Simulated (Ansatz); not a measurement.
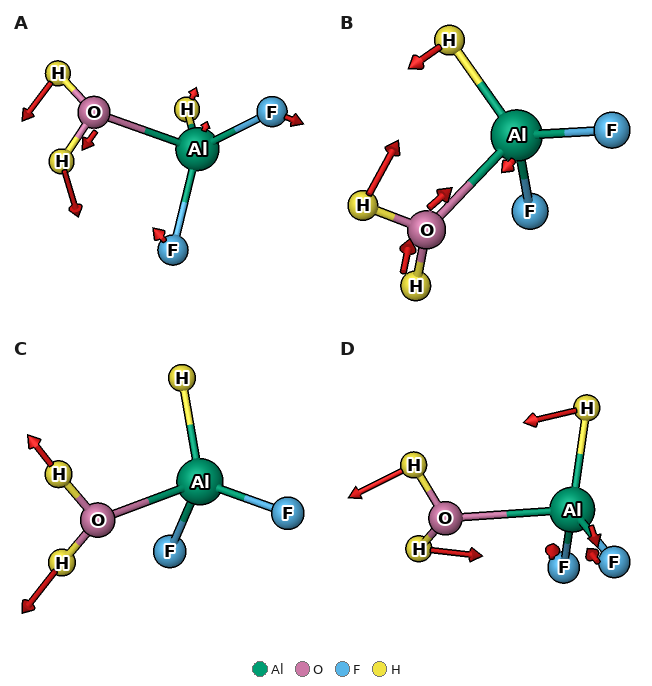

4 normal modes of one molecule or complex, as arrows. Harmonic vibrations computed with RKS PBE0-D4/def2-TZVP (Ansatz 0.2.0) at a stationary point of the same level.

Match the panels to the wavenumbers 162 cm⁻¹, 410 cm⁻¹, 763 cm⁻¹, 3794 cm⁻¹.

Answer. A: 162 cm⁻¹, F–Al–O bending
B: 410 cm⁻¹
C: 3794 cm⁻¹, in-phase stretching of 2 O–H bonds
D: 763 cm⁻¹
